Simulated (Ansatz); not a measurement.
```
Cu Bi H
1.0
     4.15327    0.00000    0.00000
     0.00000    4.15327    0.00000
     0.00000    0.00000    4.15327
Cu Bi H
1 1 3
Cartesian
  0.0000 0.0000 0.0000
  2.0766 2.0766 2.0766
  0.0000 2.0766 2.0766
  2.0766 0.0000 2.0766
  2.0766 2.0766 0.0000
```

Space group Pm-3m; started from the cubic perovskite_221 prototype, which need not be the ambient phase; computed without spin polarisation.

Computed with DFT PBE, scalar-relativistic, plane waves, PAW (Ansatz).

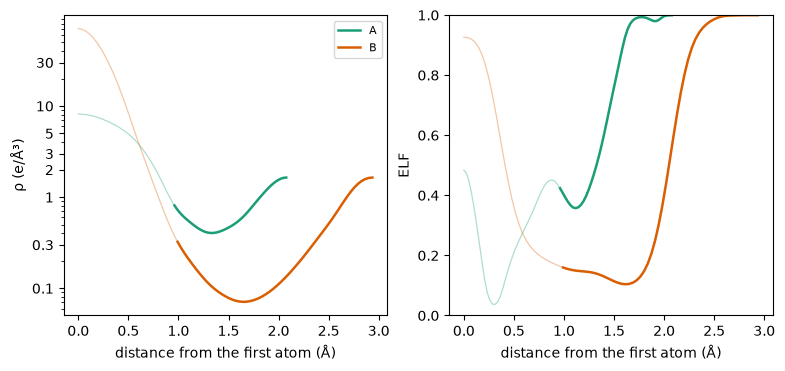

CuBiH3. Valence electron density and electron localisation function along straight lines between neighbouring atoms. Thin, pale parts lie inside the atomic spheres.

Core electrons are frozen (PAW), and the valence fields are smoothed inside the atomic spheres.

### Which curve belongs to which contact (Bi–H and Cu–H)? The first atom named is at distance zero.

Curve A: Bi–H (2.08 Å): ρ at the midpoint is about 0.63 e/Å³; the ELF climbs to about 1 towards the hydrogen. Curve B: Cu–H (2.94 Å): ρ is about 0.08 e/Å³ halfway; the ELF climbs to about 1 towards the hydrogen.
